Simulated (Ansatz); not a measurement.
```xyz
10
Lattice="0.0000 3.8329 0.0000 3.8329 0.0000 0.0000 0.0000 0.0000 -8.8072" Properties=species:S:1:pos:R:3 pbc="T T T"
La    0.0000    0.0000    0.0000
La    1.9164    1.9164   -4.4036
B     0.0000    1.9164   -6.5041
B     1.9164    0.0000   -2.1005
B     1.9164    0.0000   -6.5041
B     0.0000    1.9164   -2.1005
Ir    0.0000    0.0000   -3.0358
Ir    1.9164    1.9164   -7.4395
B     0.0000    0.0000   -5.1857
B     1.9164    1.9164   -0.7821
```

Space group I4mm; built by placing these elements on a known structure type; not relaxed (largest force 1.2 eV/Å); computed pressure about 8 GPa in this cell; computed without spin polarisation.

The calculation used Ansatz 0.2.0, DFT, PAW plane waves, PBE.

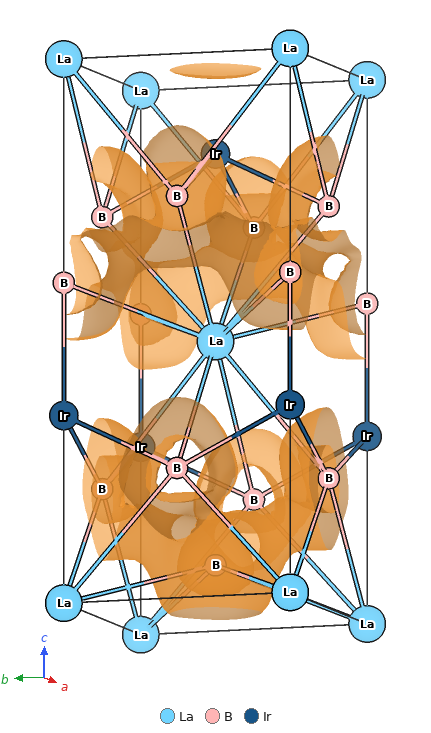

LaB3Ir. Isosurface of the electron localisation function at 0.6 (orange), seen at an oblique angle. Core shells are left out. Sticks mark near contacts.

Core electrons are frozen (PAW), and the valence fields are smoothed inside the atomic spheres.

Identify the bonds, lone pairs and shells in this picture.

The ELF exceeds this value in sheets that run through the cell in two directions, counted in one cell of 10 atoms. Any copies at cell faces, edges or corners count once.

Values along the shortest contacts:
B–Ir (2.13 Å): the ELF peaks at about 0.80 in the valence shell of B, 0.7 Å from its nucleus, and is about 0.45 at the midpoint. La–B (2.82 Å): the ELF peaks at about 0.65 in the valence shell of B, 0.8 Å from its nucleus, and drops to about 0.15 between the two atoms.
